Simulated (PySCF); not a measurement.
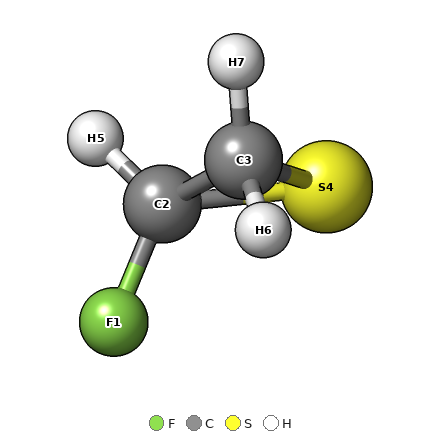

C₂H₃FS, SMILES F[C@H]1CS1. Vertical core-electron binding energies by ΔSCF (SCAN, pcX-2 on the ionised atom, pcseg-1 elsewhere, spin-free X2C; PySCF 2.14.0, at a PBE0-D3(BJ)/def2-SVP geometry (no frequency check)), gas phase, against the vacuum level. One atom of each kind was ionised; within a panel, areas follow the number of like atoms and 2j + 1 (2p levels are split by first-order spin-orbit coupling, an approximation), each panel is scaled alone, Gaussians of 0.8 eV full width. Only the regions named are shown.

Q: Predict the S 2p, C 1s and S 1s photoelectron lines.

A:
```
  level  atoms  binding energy (eV)
S 2p1/2     S4                170.9
S 2p3/2     S4                169.6
   C 1s     C2                294.1
   C 1s     C3                292.1
   S 1s     S4               2477.4
```

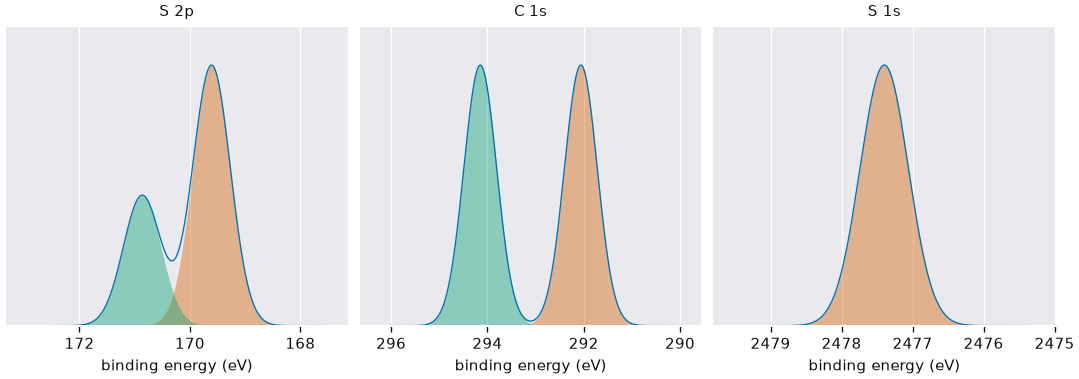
